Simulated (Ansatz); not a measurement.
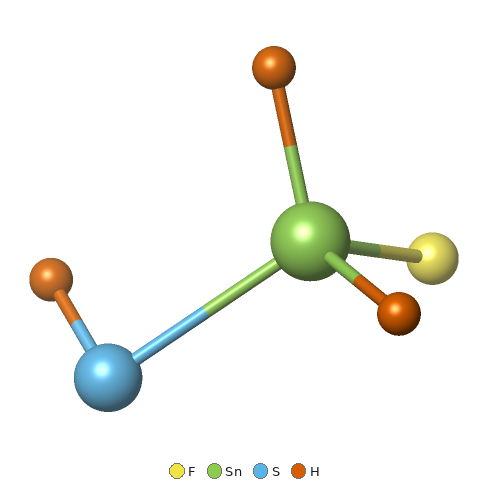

The picture shows the input geometry.

Input file:

```yaml
crystal:
  periodic: [false, false, false]
  atoms:
    - {symbol: F, position_ang: [-1.940320, 0.027310, 0.559620]}
    - {symbol: Sn, position_ang: [-0.320129, -0.028486, -0.476055]}
    - {symbol: S, position_ang: [1.406187, -0.837051, 0.948616]}
    - {symbol: H, position_ang: [-0.609935, -1.170169, -1.696910]}
    - {symbol: H, position_ang: [-0.071652, 1.590279, -0.927441]}
    - {symbol: H, position_ang: [1.577849, 0.354116, 1.545969]}
basis:
  gaussian: {orbitals: def2-mTZVPP, nuclear_model: gaussian}
magnetization: {spin_polarized: true, initial_magnetization: 0}
hamiltonian: {xc: {name: PBE0}}
accuracy: high
scf: {lower_state_search: full}
output: {forces: true}
```

It was started with:

```sh
ansatz run in.yaml --threads 2 --pin off --events-out ev --progress --plain --max-ram 22528MiB --backend cpu
```

Result:

```
Functional definition: PBE0
  name "PBE0"
  cite "Adamo & Barone, J. Chem. Phys. 110, 6158 (1999) doi:10.1063/1.478522"
  cite "Perdew, Burke & Ernzerhof, Phys. Rev. Lett. 77, 3865 (1996) doi:10.1103/PhysRevLett.77.3865"
  parent pbe
  parameter a = 0.25
  parameter kappa = 0.804
  parameter beta = 0.06672455060314922
  exchange = (1 - a)*pbe_x(kappa = kappa, mu = beta*pi^2/3) + a*exact_x
  correlation = pbe_c(beta = beta)
2104 factors; integrals over basis functions are off by at most 3.9e-9 eV
mean field evaluation 1: about -19426.0757 eV, gradient 2.9e1 eV
mean field evaluation 2: about -19426.0896 eV, gradient 2.9e1 eV
mean field evaluation 4: about -19428.7356 eV, gradient 4.3e0 eV
mean field evaluation 8: about -19428.8261 eV, gradient 3.2e-1 eV
mean field evaluation 16: about -19428.8267 eV, gradient 6.3e-5 eV
mean field -19428.82669469 eV, -713.9962116982 hartree, gradient 3.7e-8 eV, S^2 0.000000; 0 other end points of the search recorded, 0 dependent functions left out
the calculation of the forces begins
reference -19428.82669828 eV, -713.9962118299 hartree; 25, 25 occupied and 77, 77 virtual orbitals, 2104 factors
Total energy: -19428.82669828 eV, -713.9962118299 hartree
Atom 0 at    -1.940320     0.027310     0.559620 Å, force    -0.371014     0.014615     0.228705 eV/Å
Atom 1 at    -0.320129    -0.028486    -0.476055 Å, force     0.196308     0.036192    -0.324147 eV/Å
Atom 2 at     1.406187    -0.837051     0.948616 Å, force     0.112727    -0.124371     0.043698 eV/Å
Atom 3 at    -0.609935    -1.170169    -1.696910 Å, force     0.014697     0.004066    -0.003198 eV/Å
Atom 4 at    -0.071652     1.590279    -0.927441 Å, force     0.012765    -0.007818    -0.007483 eV/Å
Atom 5 at     1.577849     0.354116     1.545969 Å, force     0.034517     0.077317     0.062424 eV/Å
Dipole moment:     0.333864     0.196637    -0.360039 e Å
```

The run converged.
